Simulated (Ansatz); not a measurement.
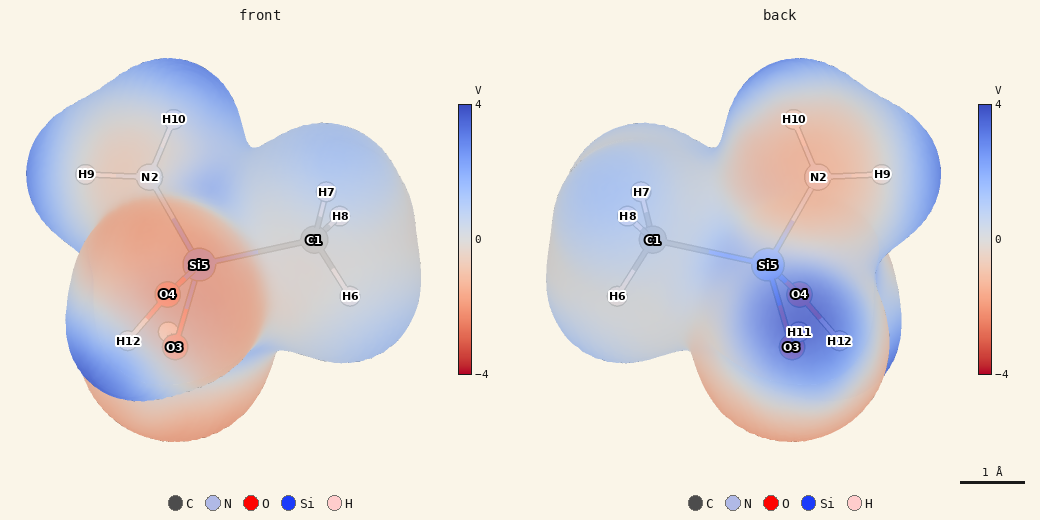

Figure. CH7NO2Si. The molecular electrostatic potential painted on the density surface at 0.004 e/bohr³, seen from the front and from behind; red is negative and blue positive.

Geometry: B3LYP/6-31G*.

Computed with isolated molecule in a Gaussian basis; Kohn-Sham density functional theory, functional PBE0 in Ansatz 0.2.0.

The calculation's input:

```
crystal:
  periodic: [false, false, false]
  atoms:
    - {symbol: C, position_ang: [-0.638578, 1.523029, 0.173580]}
    - {symbol: "N", position_ang: [2.020899, 0.432110, 0.599525]}
    - {symbol: O, position_ang: [0.408483, -0.963556, -1.116876]}
    - {symbol: O, position_ang: [1.192065, 1.379739, -2.003244]}
    - {symbol: Si, position_ang: [0.778552, 0.581963, -0.600466]}
    - {symbol: H, position_ang: [-1.507841, 1.512689, -0.492505]}
    - {symbol: H, position_ang: [-0.367735, 2.572308, 0.341673]}
    - {symbol: H, position_ang: [-0.940471, 1.092301, 1.134711]}
    - {symbol: H, position_ang: [2.936117, 0.091575, 0.324009]}
    - {symbol: H, position_ang: [2.123378, 1.185408, 1.270696]}
    - {symbol: H, position_ang: [0.499847, -1.628091, -0.419440]}
    - {symbol: H, position_ang: [1.419084, 0.793439, -2.738760]}
basis:
  gaussian:
    orbitals: def2-TZVPD
output:
  forces: true
  orbitals: {seedname: orbitals}
hamiltonian:
  xc: {name: PBE0}
```

Command:

```sh
ansatz run input.yaml --threads 2 --pin off --max-ram 4350MiB --events-out events.jsonl --progress --plain --runs-dir runs
```

Describe the electrostatic potential map.

Answer. The most negative region (about −1.7 V, or −39 kcal/mol for a unit charge) lies over O4, the most positive (about +3.2 V, or +74 kcal/mol for a unit charge) over H11 and H12. O4 is the likeliest acceptor of a hydrogen bond.

How polar is the molecule by this calculation?

Answer. Its dipole moment is 1.68 D.
